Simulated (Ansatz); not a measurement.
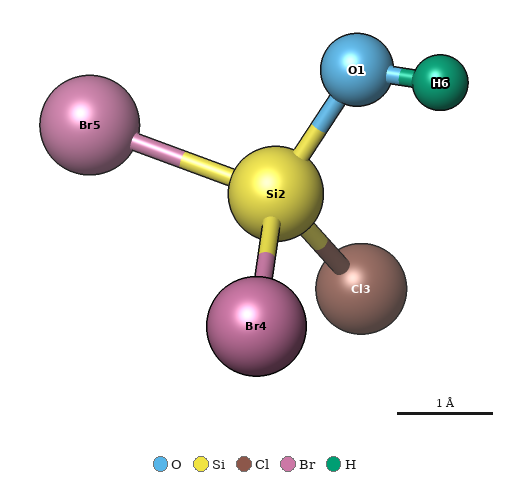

The input geometry of run 1 (ball-and-stick view, seen at a tilt; atoms are numbered from 1 in the order of the input). Bond lengths as drawn: Br–Si 2.18 to 2.20 Å, Cl–Si 2.03 Å, H–O 0.96 Å and O–Si 1.62 Å.

# SiHBr₂ClO: a changed input and its effect

System: SiHBr₂ClO.
Method of run 1: RKS r2SCAN-D4/def2-TZVPP (Ansatz 0.2.0).

The geometry comes from this level: PBE0-D4/def2-TZVP. Text and figures count atoms from 1; the logs count them from 0 in places.

### Input file, run 1
```yaml
crystal:
  periodic: [false, false, false]
  atoms:
    - {symbol: O, position_ang: [-0.771812, 0.353932, 1.054196]}
    - {symbol: Si, position_ang: [0.194955, 0.064287, -0.211361]}
    - {symbol: Cl, position_ang: [1.885275, -0.909512, 0.363239]}
    - {symbol: Br, position_ang: [-0.824531, -1.184702, -1.709720]}
    - {symbol: Br, position_ang: [0.709491, 2.010675, -1.056783]}
    - {symbol: H, position_ang: [-1.151378, -0.398681, 1.514228]}
basis:
  gaussian: {orbitals: def2-TZVPP}
hamiltonian: {xc: r2scan, dispersion: d4}
output: {forces: true, orbitals: {seedname: orbitals}}
```

Hardware: 4 CPU threads, shared host.

### Output (run 1)
```
Functional definition: r2SCAN
  parameter k0 = 0.174
  parameter k1 = 0.065
  parameter a1 = 4.9479
  exchange = r2scan_x(k0 = k0, k1 = k1, a1 = a1)
  correlation = r2scan_c
1544 factors; their error is unknown
mean field evaluation 1: about -162555.0588 eV, gradient 5.8e1 eV
mean field evaluation 2: about -162533.2055 eV, gradient 1.2e2 eV
mean field evaluation 4: about -162560.3215 eV, gradient 5.3e0 eV
mean field evaluation 8: about -162560.3664 eV, gradient 2.0e-1 eV
mean field evaluation 16: about -162560.2984 eV, gradient 1.8e-4 eV
mean field -162560.29838258 eV, -5973.9807782319 hartree, gradient 3.1e-5 eV, S^2 0.000000; 0 other end points of the search recorded, 0 dependent functions left out
the calculation of the forces begins
reference -162560.29839254 eV, -5973.9807785980 hartree; 55, 55 occupied and 170, 170 virtual orbitals, 1544 factors
Total energy: -162560.35671113 eV, -5973.9829217668 hartree
Atom 0 at    -0.771812     0.353932     1.054196 Å, force    -0.035250     0.042319     0.047179 eV/Å
Atom 1 at     0.194955     0.064287    -0.211361 Å, force     0.007018    -0.006699    -0.012793 eV/Å
Atom 2 at     1.885275    -0.909512     0.363239 Å, force     0.078272    -0.041097     0.033878 eV/Å
Atom 3 at    -0.824531    -1.184702    -1.709720 Å, force    -0.051220    -0.053397    -0.062729 eV/Å
Atom 4 at     0.709491     2.010675    -1.056783 Å, force     0.012392     0.076341    -0.019223 eV/Å
Atom 5 at    -1.151378    -0.398681     1.514228 Å, force    -0.011212    -0.017466     0.013687 eV/Å
Dipole moment:    -0.163611    -0.188096     0.203431 e Å
```

The input of run 2 differs as follows (lines with − go, lines with + come):
```diff
-hamiltonian: {xc: r2scan, dispersion: d4}
+hamiltonian: {xc: pbe, dispersion: d4}
```

Predict how the results change.

The total energies belong to different models, so their difference says nothing on which is more stable or more accurate. The largest force goes from 0.097 to 0.583 eV/Å. The HOMO goes from −7.71 to −7.35 eV. The LUMO goes from −1.29 to −1.63 eV. The dipole moment goes from 1.55 to 1.48 D.

### Output (run 2)
```
Functional definition: PBE
  parameter kappa = 0.804
  parameter beta = 0.06672455060314922
  exchange = pbe_x(kappa = kappa, mu = beta*pi^2/3)
  correlation = pbe_c(beta = beta)
1544 factors; their error is unknown
mean field evaluation 1: about -162524.7523 eV, gradient 6.4e1 eV
mean field evaluation 2: about -162484.3102 eV, gradient 1.5e2 eV
mean field evaluation 4: about -162531.0188 eV, gradient 8.9e0 eV
mean field evaluation 8: about -162531.1791 eV, gradient 1.3e-1 eV
mean field evaluation 16: about -162531.1096 eV, gradient 3.8e-4 eV
mean field -162531.10963863 eV, -5972.9081116768 hartree, gradient 1.8e-5 eV, S^2 0.000000; 0 other end points of the search recorded, 0 dependent functions left out
the calculation of the forces begins
reference -162531.10967633 eV, -5972.9081130623 hartree; 55, 55 occupied and 170, 170 virtual orbitals, 1544 factors
Total energy: -162531.38047401 eV, -5972.9180646933 hartree
Atom 0 at    -0.771812     0.353932     1.054196 Å, force    -0.196073     0.477105     0.272161 eV/Å
Atom 1 at     0.194955     0.064287    -0.211361 Å, force     0.145863    -0.073806    -0.244293 eV/Å
Atom 2 at     1.885275    -0.909512     0.363239 Å, force     0.310496    -0.169829     0.099632 eV/Å
Atom 3 at    -0.824531    -1.184702    -1.709720 Å, force    -0.151394    -0.183654    -0.228970 eV/Å
Atom 4 at     0.709491     2.010675    -1.056783 Å, force     0.067775     0.288928    -0.111322 eV/Å
Atom 5 at    -1.151378    -0.398681     1.514228 Å, force    -0.176668    -0.338745     0.212792 eV/Å
Dipole moment:    -0.158923    -0.179217     0.193361 e Å
```

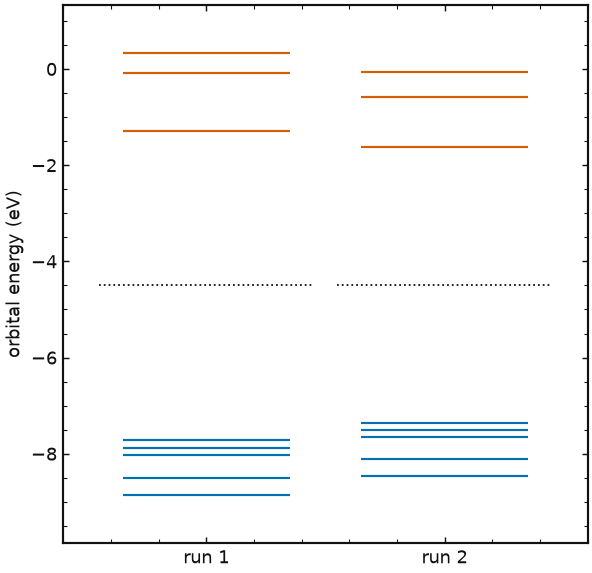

The five highest filled and three lowest empty orbital energies of the two runs; the dotted lines part filled from empty levels. The HOMO–LUMO gap is 6.43 eV in run 1 and 5.73 eV in run 2.

### The two runs side by side

```tsv
quantity	run 1	run 2
outcome	converged	converged
total energy (hartree)	−5973.982922	−5972.918065
HOMO (eV)	−7.71	−7.35
LUMO (eV)	−1.29	−1.63
dipole moment (D)	1.55	1.48
largest force (eV/Å)	0.097	0.583
basis functions	225	225
wall time (shared host)	2.8 s	1.6 s
```
